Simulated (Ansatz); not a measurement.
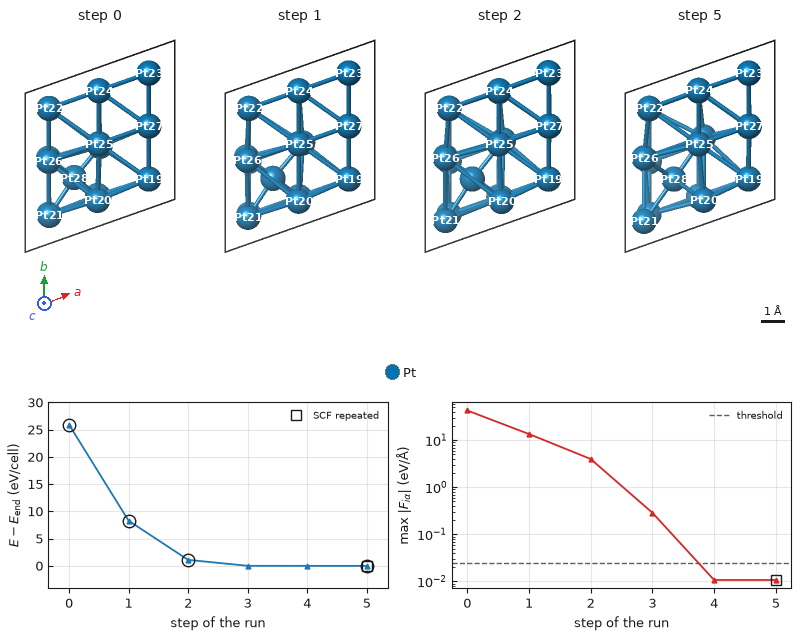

Frames of a relaxation of a defect cell of composition Pt, marked on the history of the run. A ball-and-stick model of the cell of the calculation, reduced to other axes (origin shifted), seen along the c axis. Lengths and directions refer to the drawn axes.

Case: Pt interstitial, charge +0, atoms relaxed at the host's cell.

These are results of DFT PBEsol, scalar-relativistic, plane waves, PAW (Ansatz 0.2.0), not measurements. (plane-wave cutoff 420 eV; k-point mesh 4 × 4 × 4; occupations gaussian; smearing width 0.1 eV; no spin polarisation; atoms relaxed in a fixed cell; force threshold 0.025 eV/Å; at most 45 steps)

### Describe the path.

The largest move is that of a Pt atom, 0.46 Å along [1 3 −2]. The cell stays as it was. Near-neighbour distances that change, for instance: Pt–Pt 2.627 → 3.313 Å, Pt–Pt 2.667 → 3.313 Å, Pt–Pt 2.748 → 3.312 Å, Pt–Pt 2.779 → 3.312 Å. Bond angles that change, for instance: Pt–Pt–Pt 80.4° → 90.0°, Pt–Pt–Pt 172.2° → 180.0°, Pt–Pt–Pt 173.6° → 180.0°. The energy falls by 25.941 eV per cell of the calculation in 4 accepted moves (5 points after the start). Largest force component: 43 eV/Å at the start, 0.011 eV/Å at the end. 1 step only repeated the SCF at the same geometry. From step 0 to 1: a Pt atom moves most (0.19 Å), energy −17.648 eV per cell of the calculation. From step 1 to 2: Pt atoms move most (0.19 Å), energy −7.191 eV per cell of the calculation. From step 2 to 5: Pt atoms move most (0.15 Å), energy −1.101 eV per cell of the calculation.

Limits of the set-up: the periodic images lie only 8.3 Å apart, so the values are limited by the cell's size.
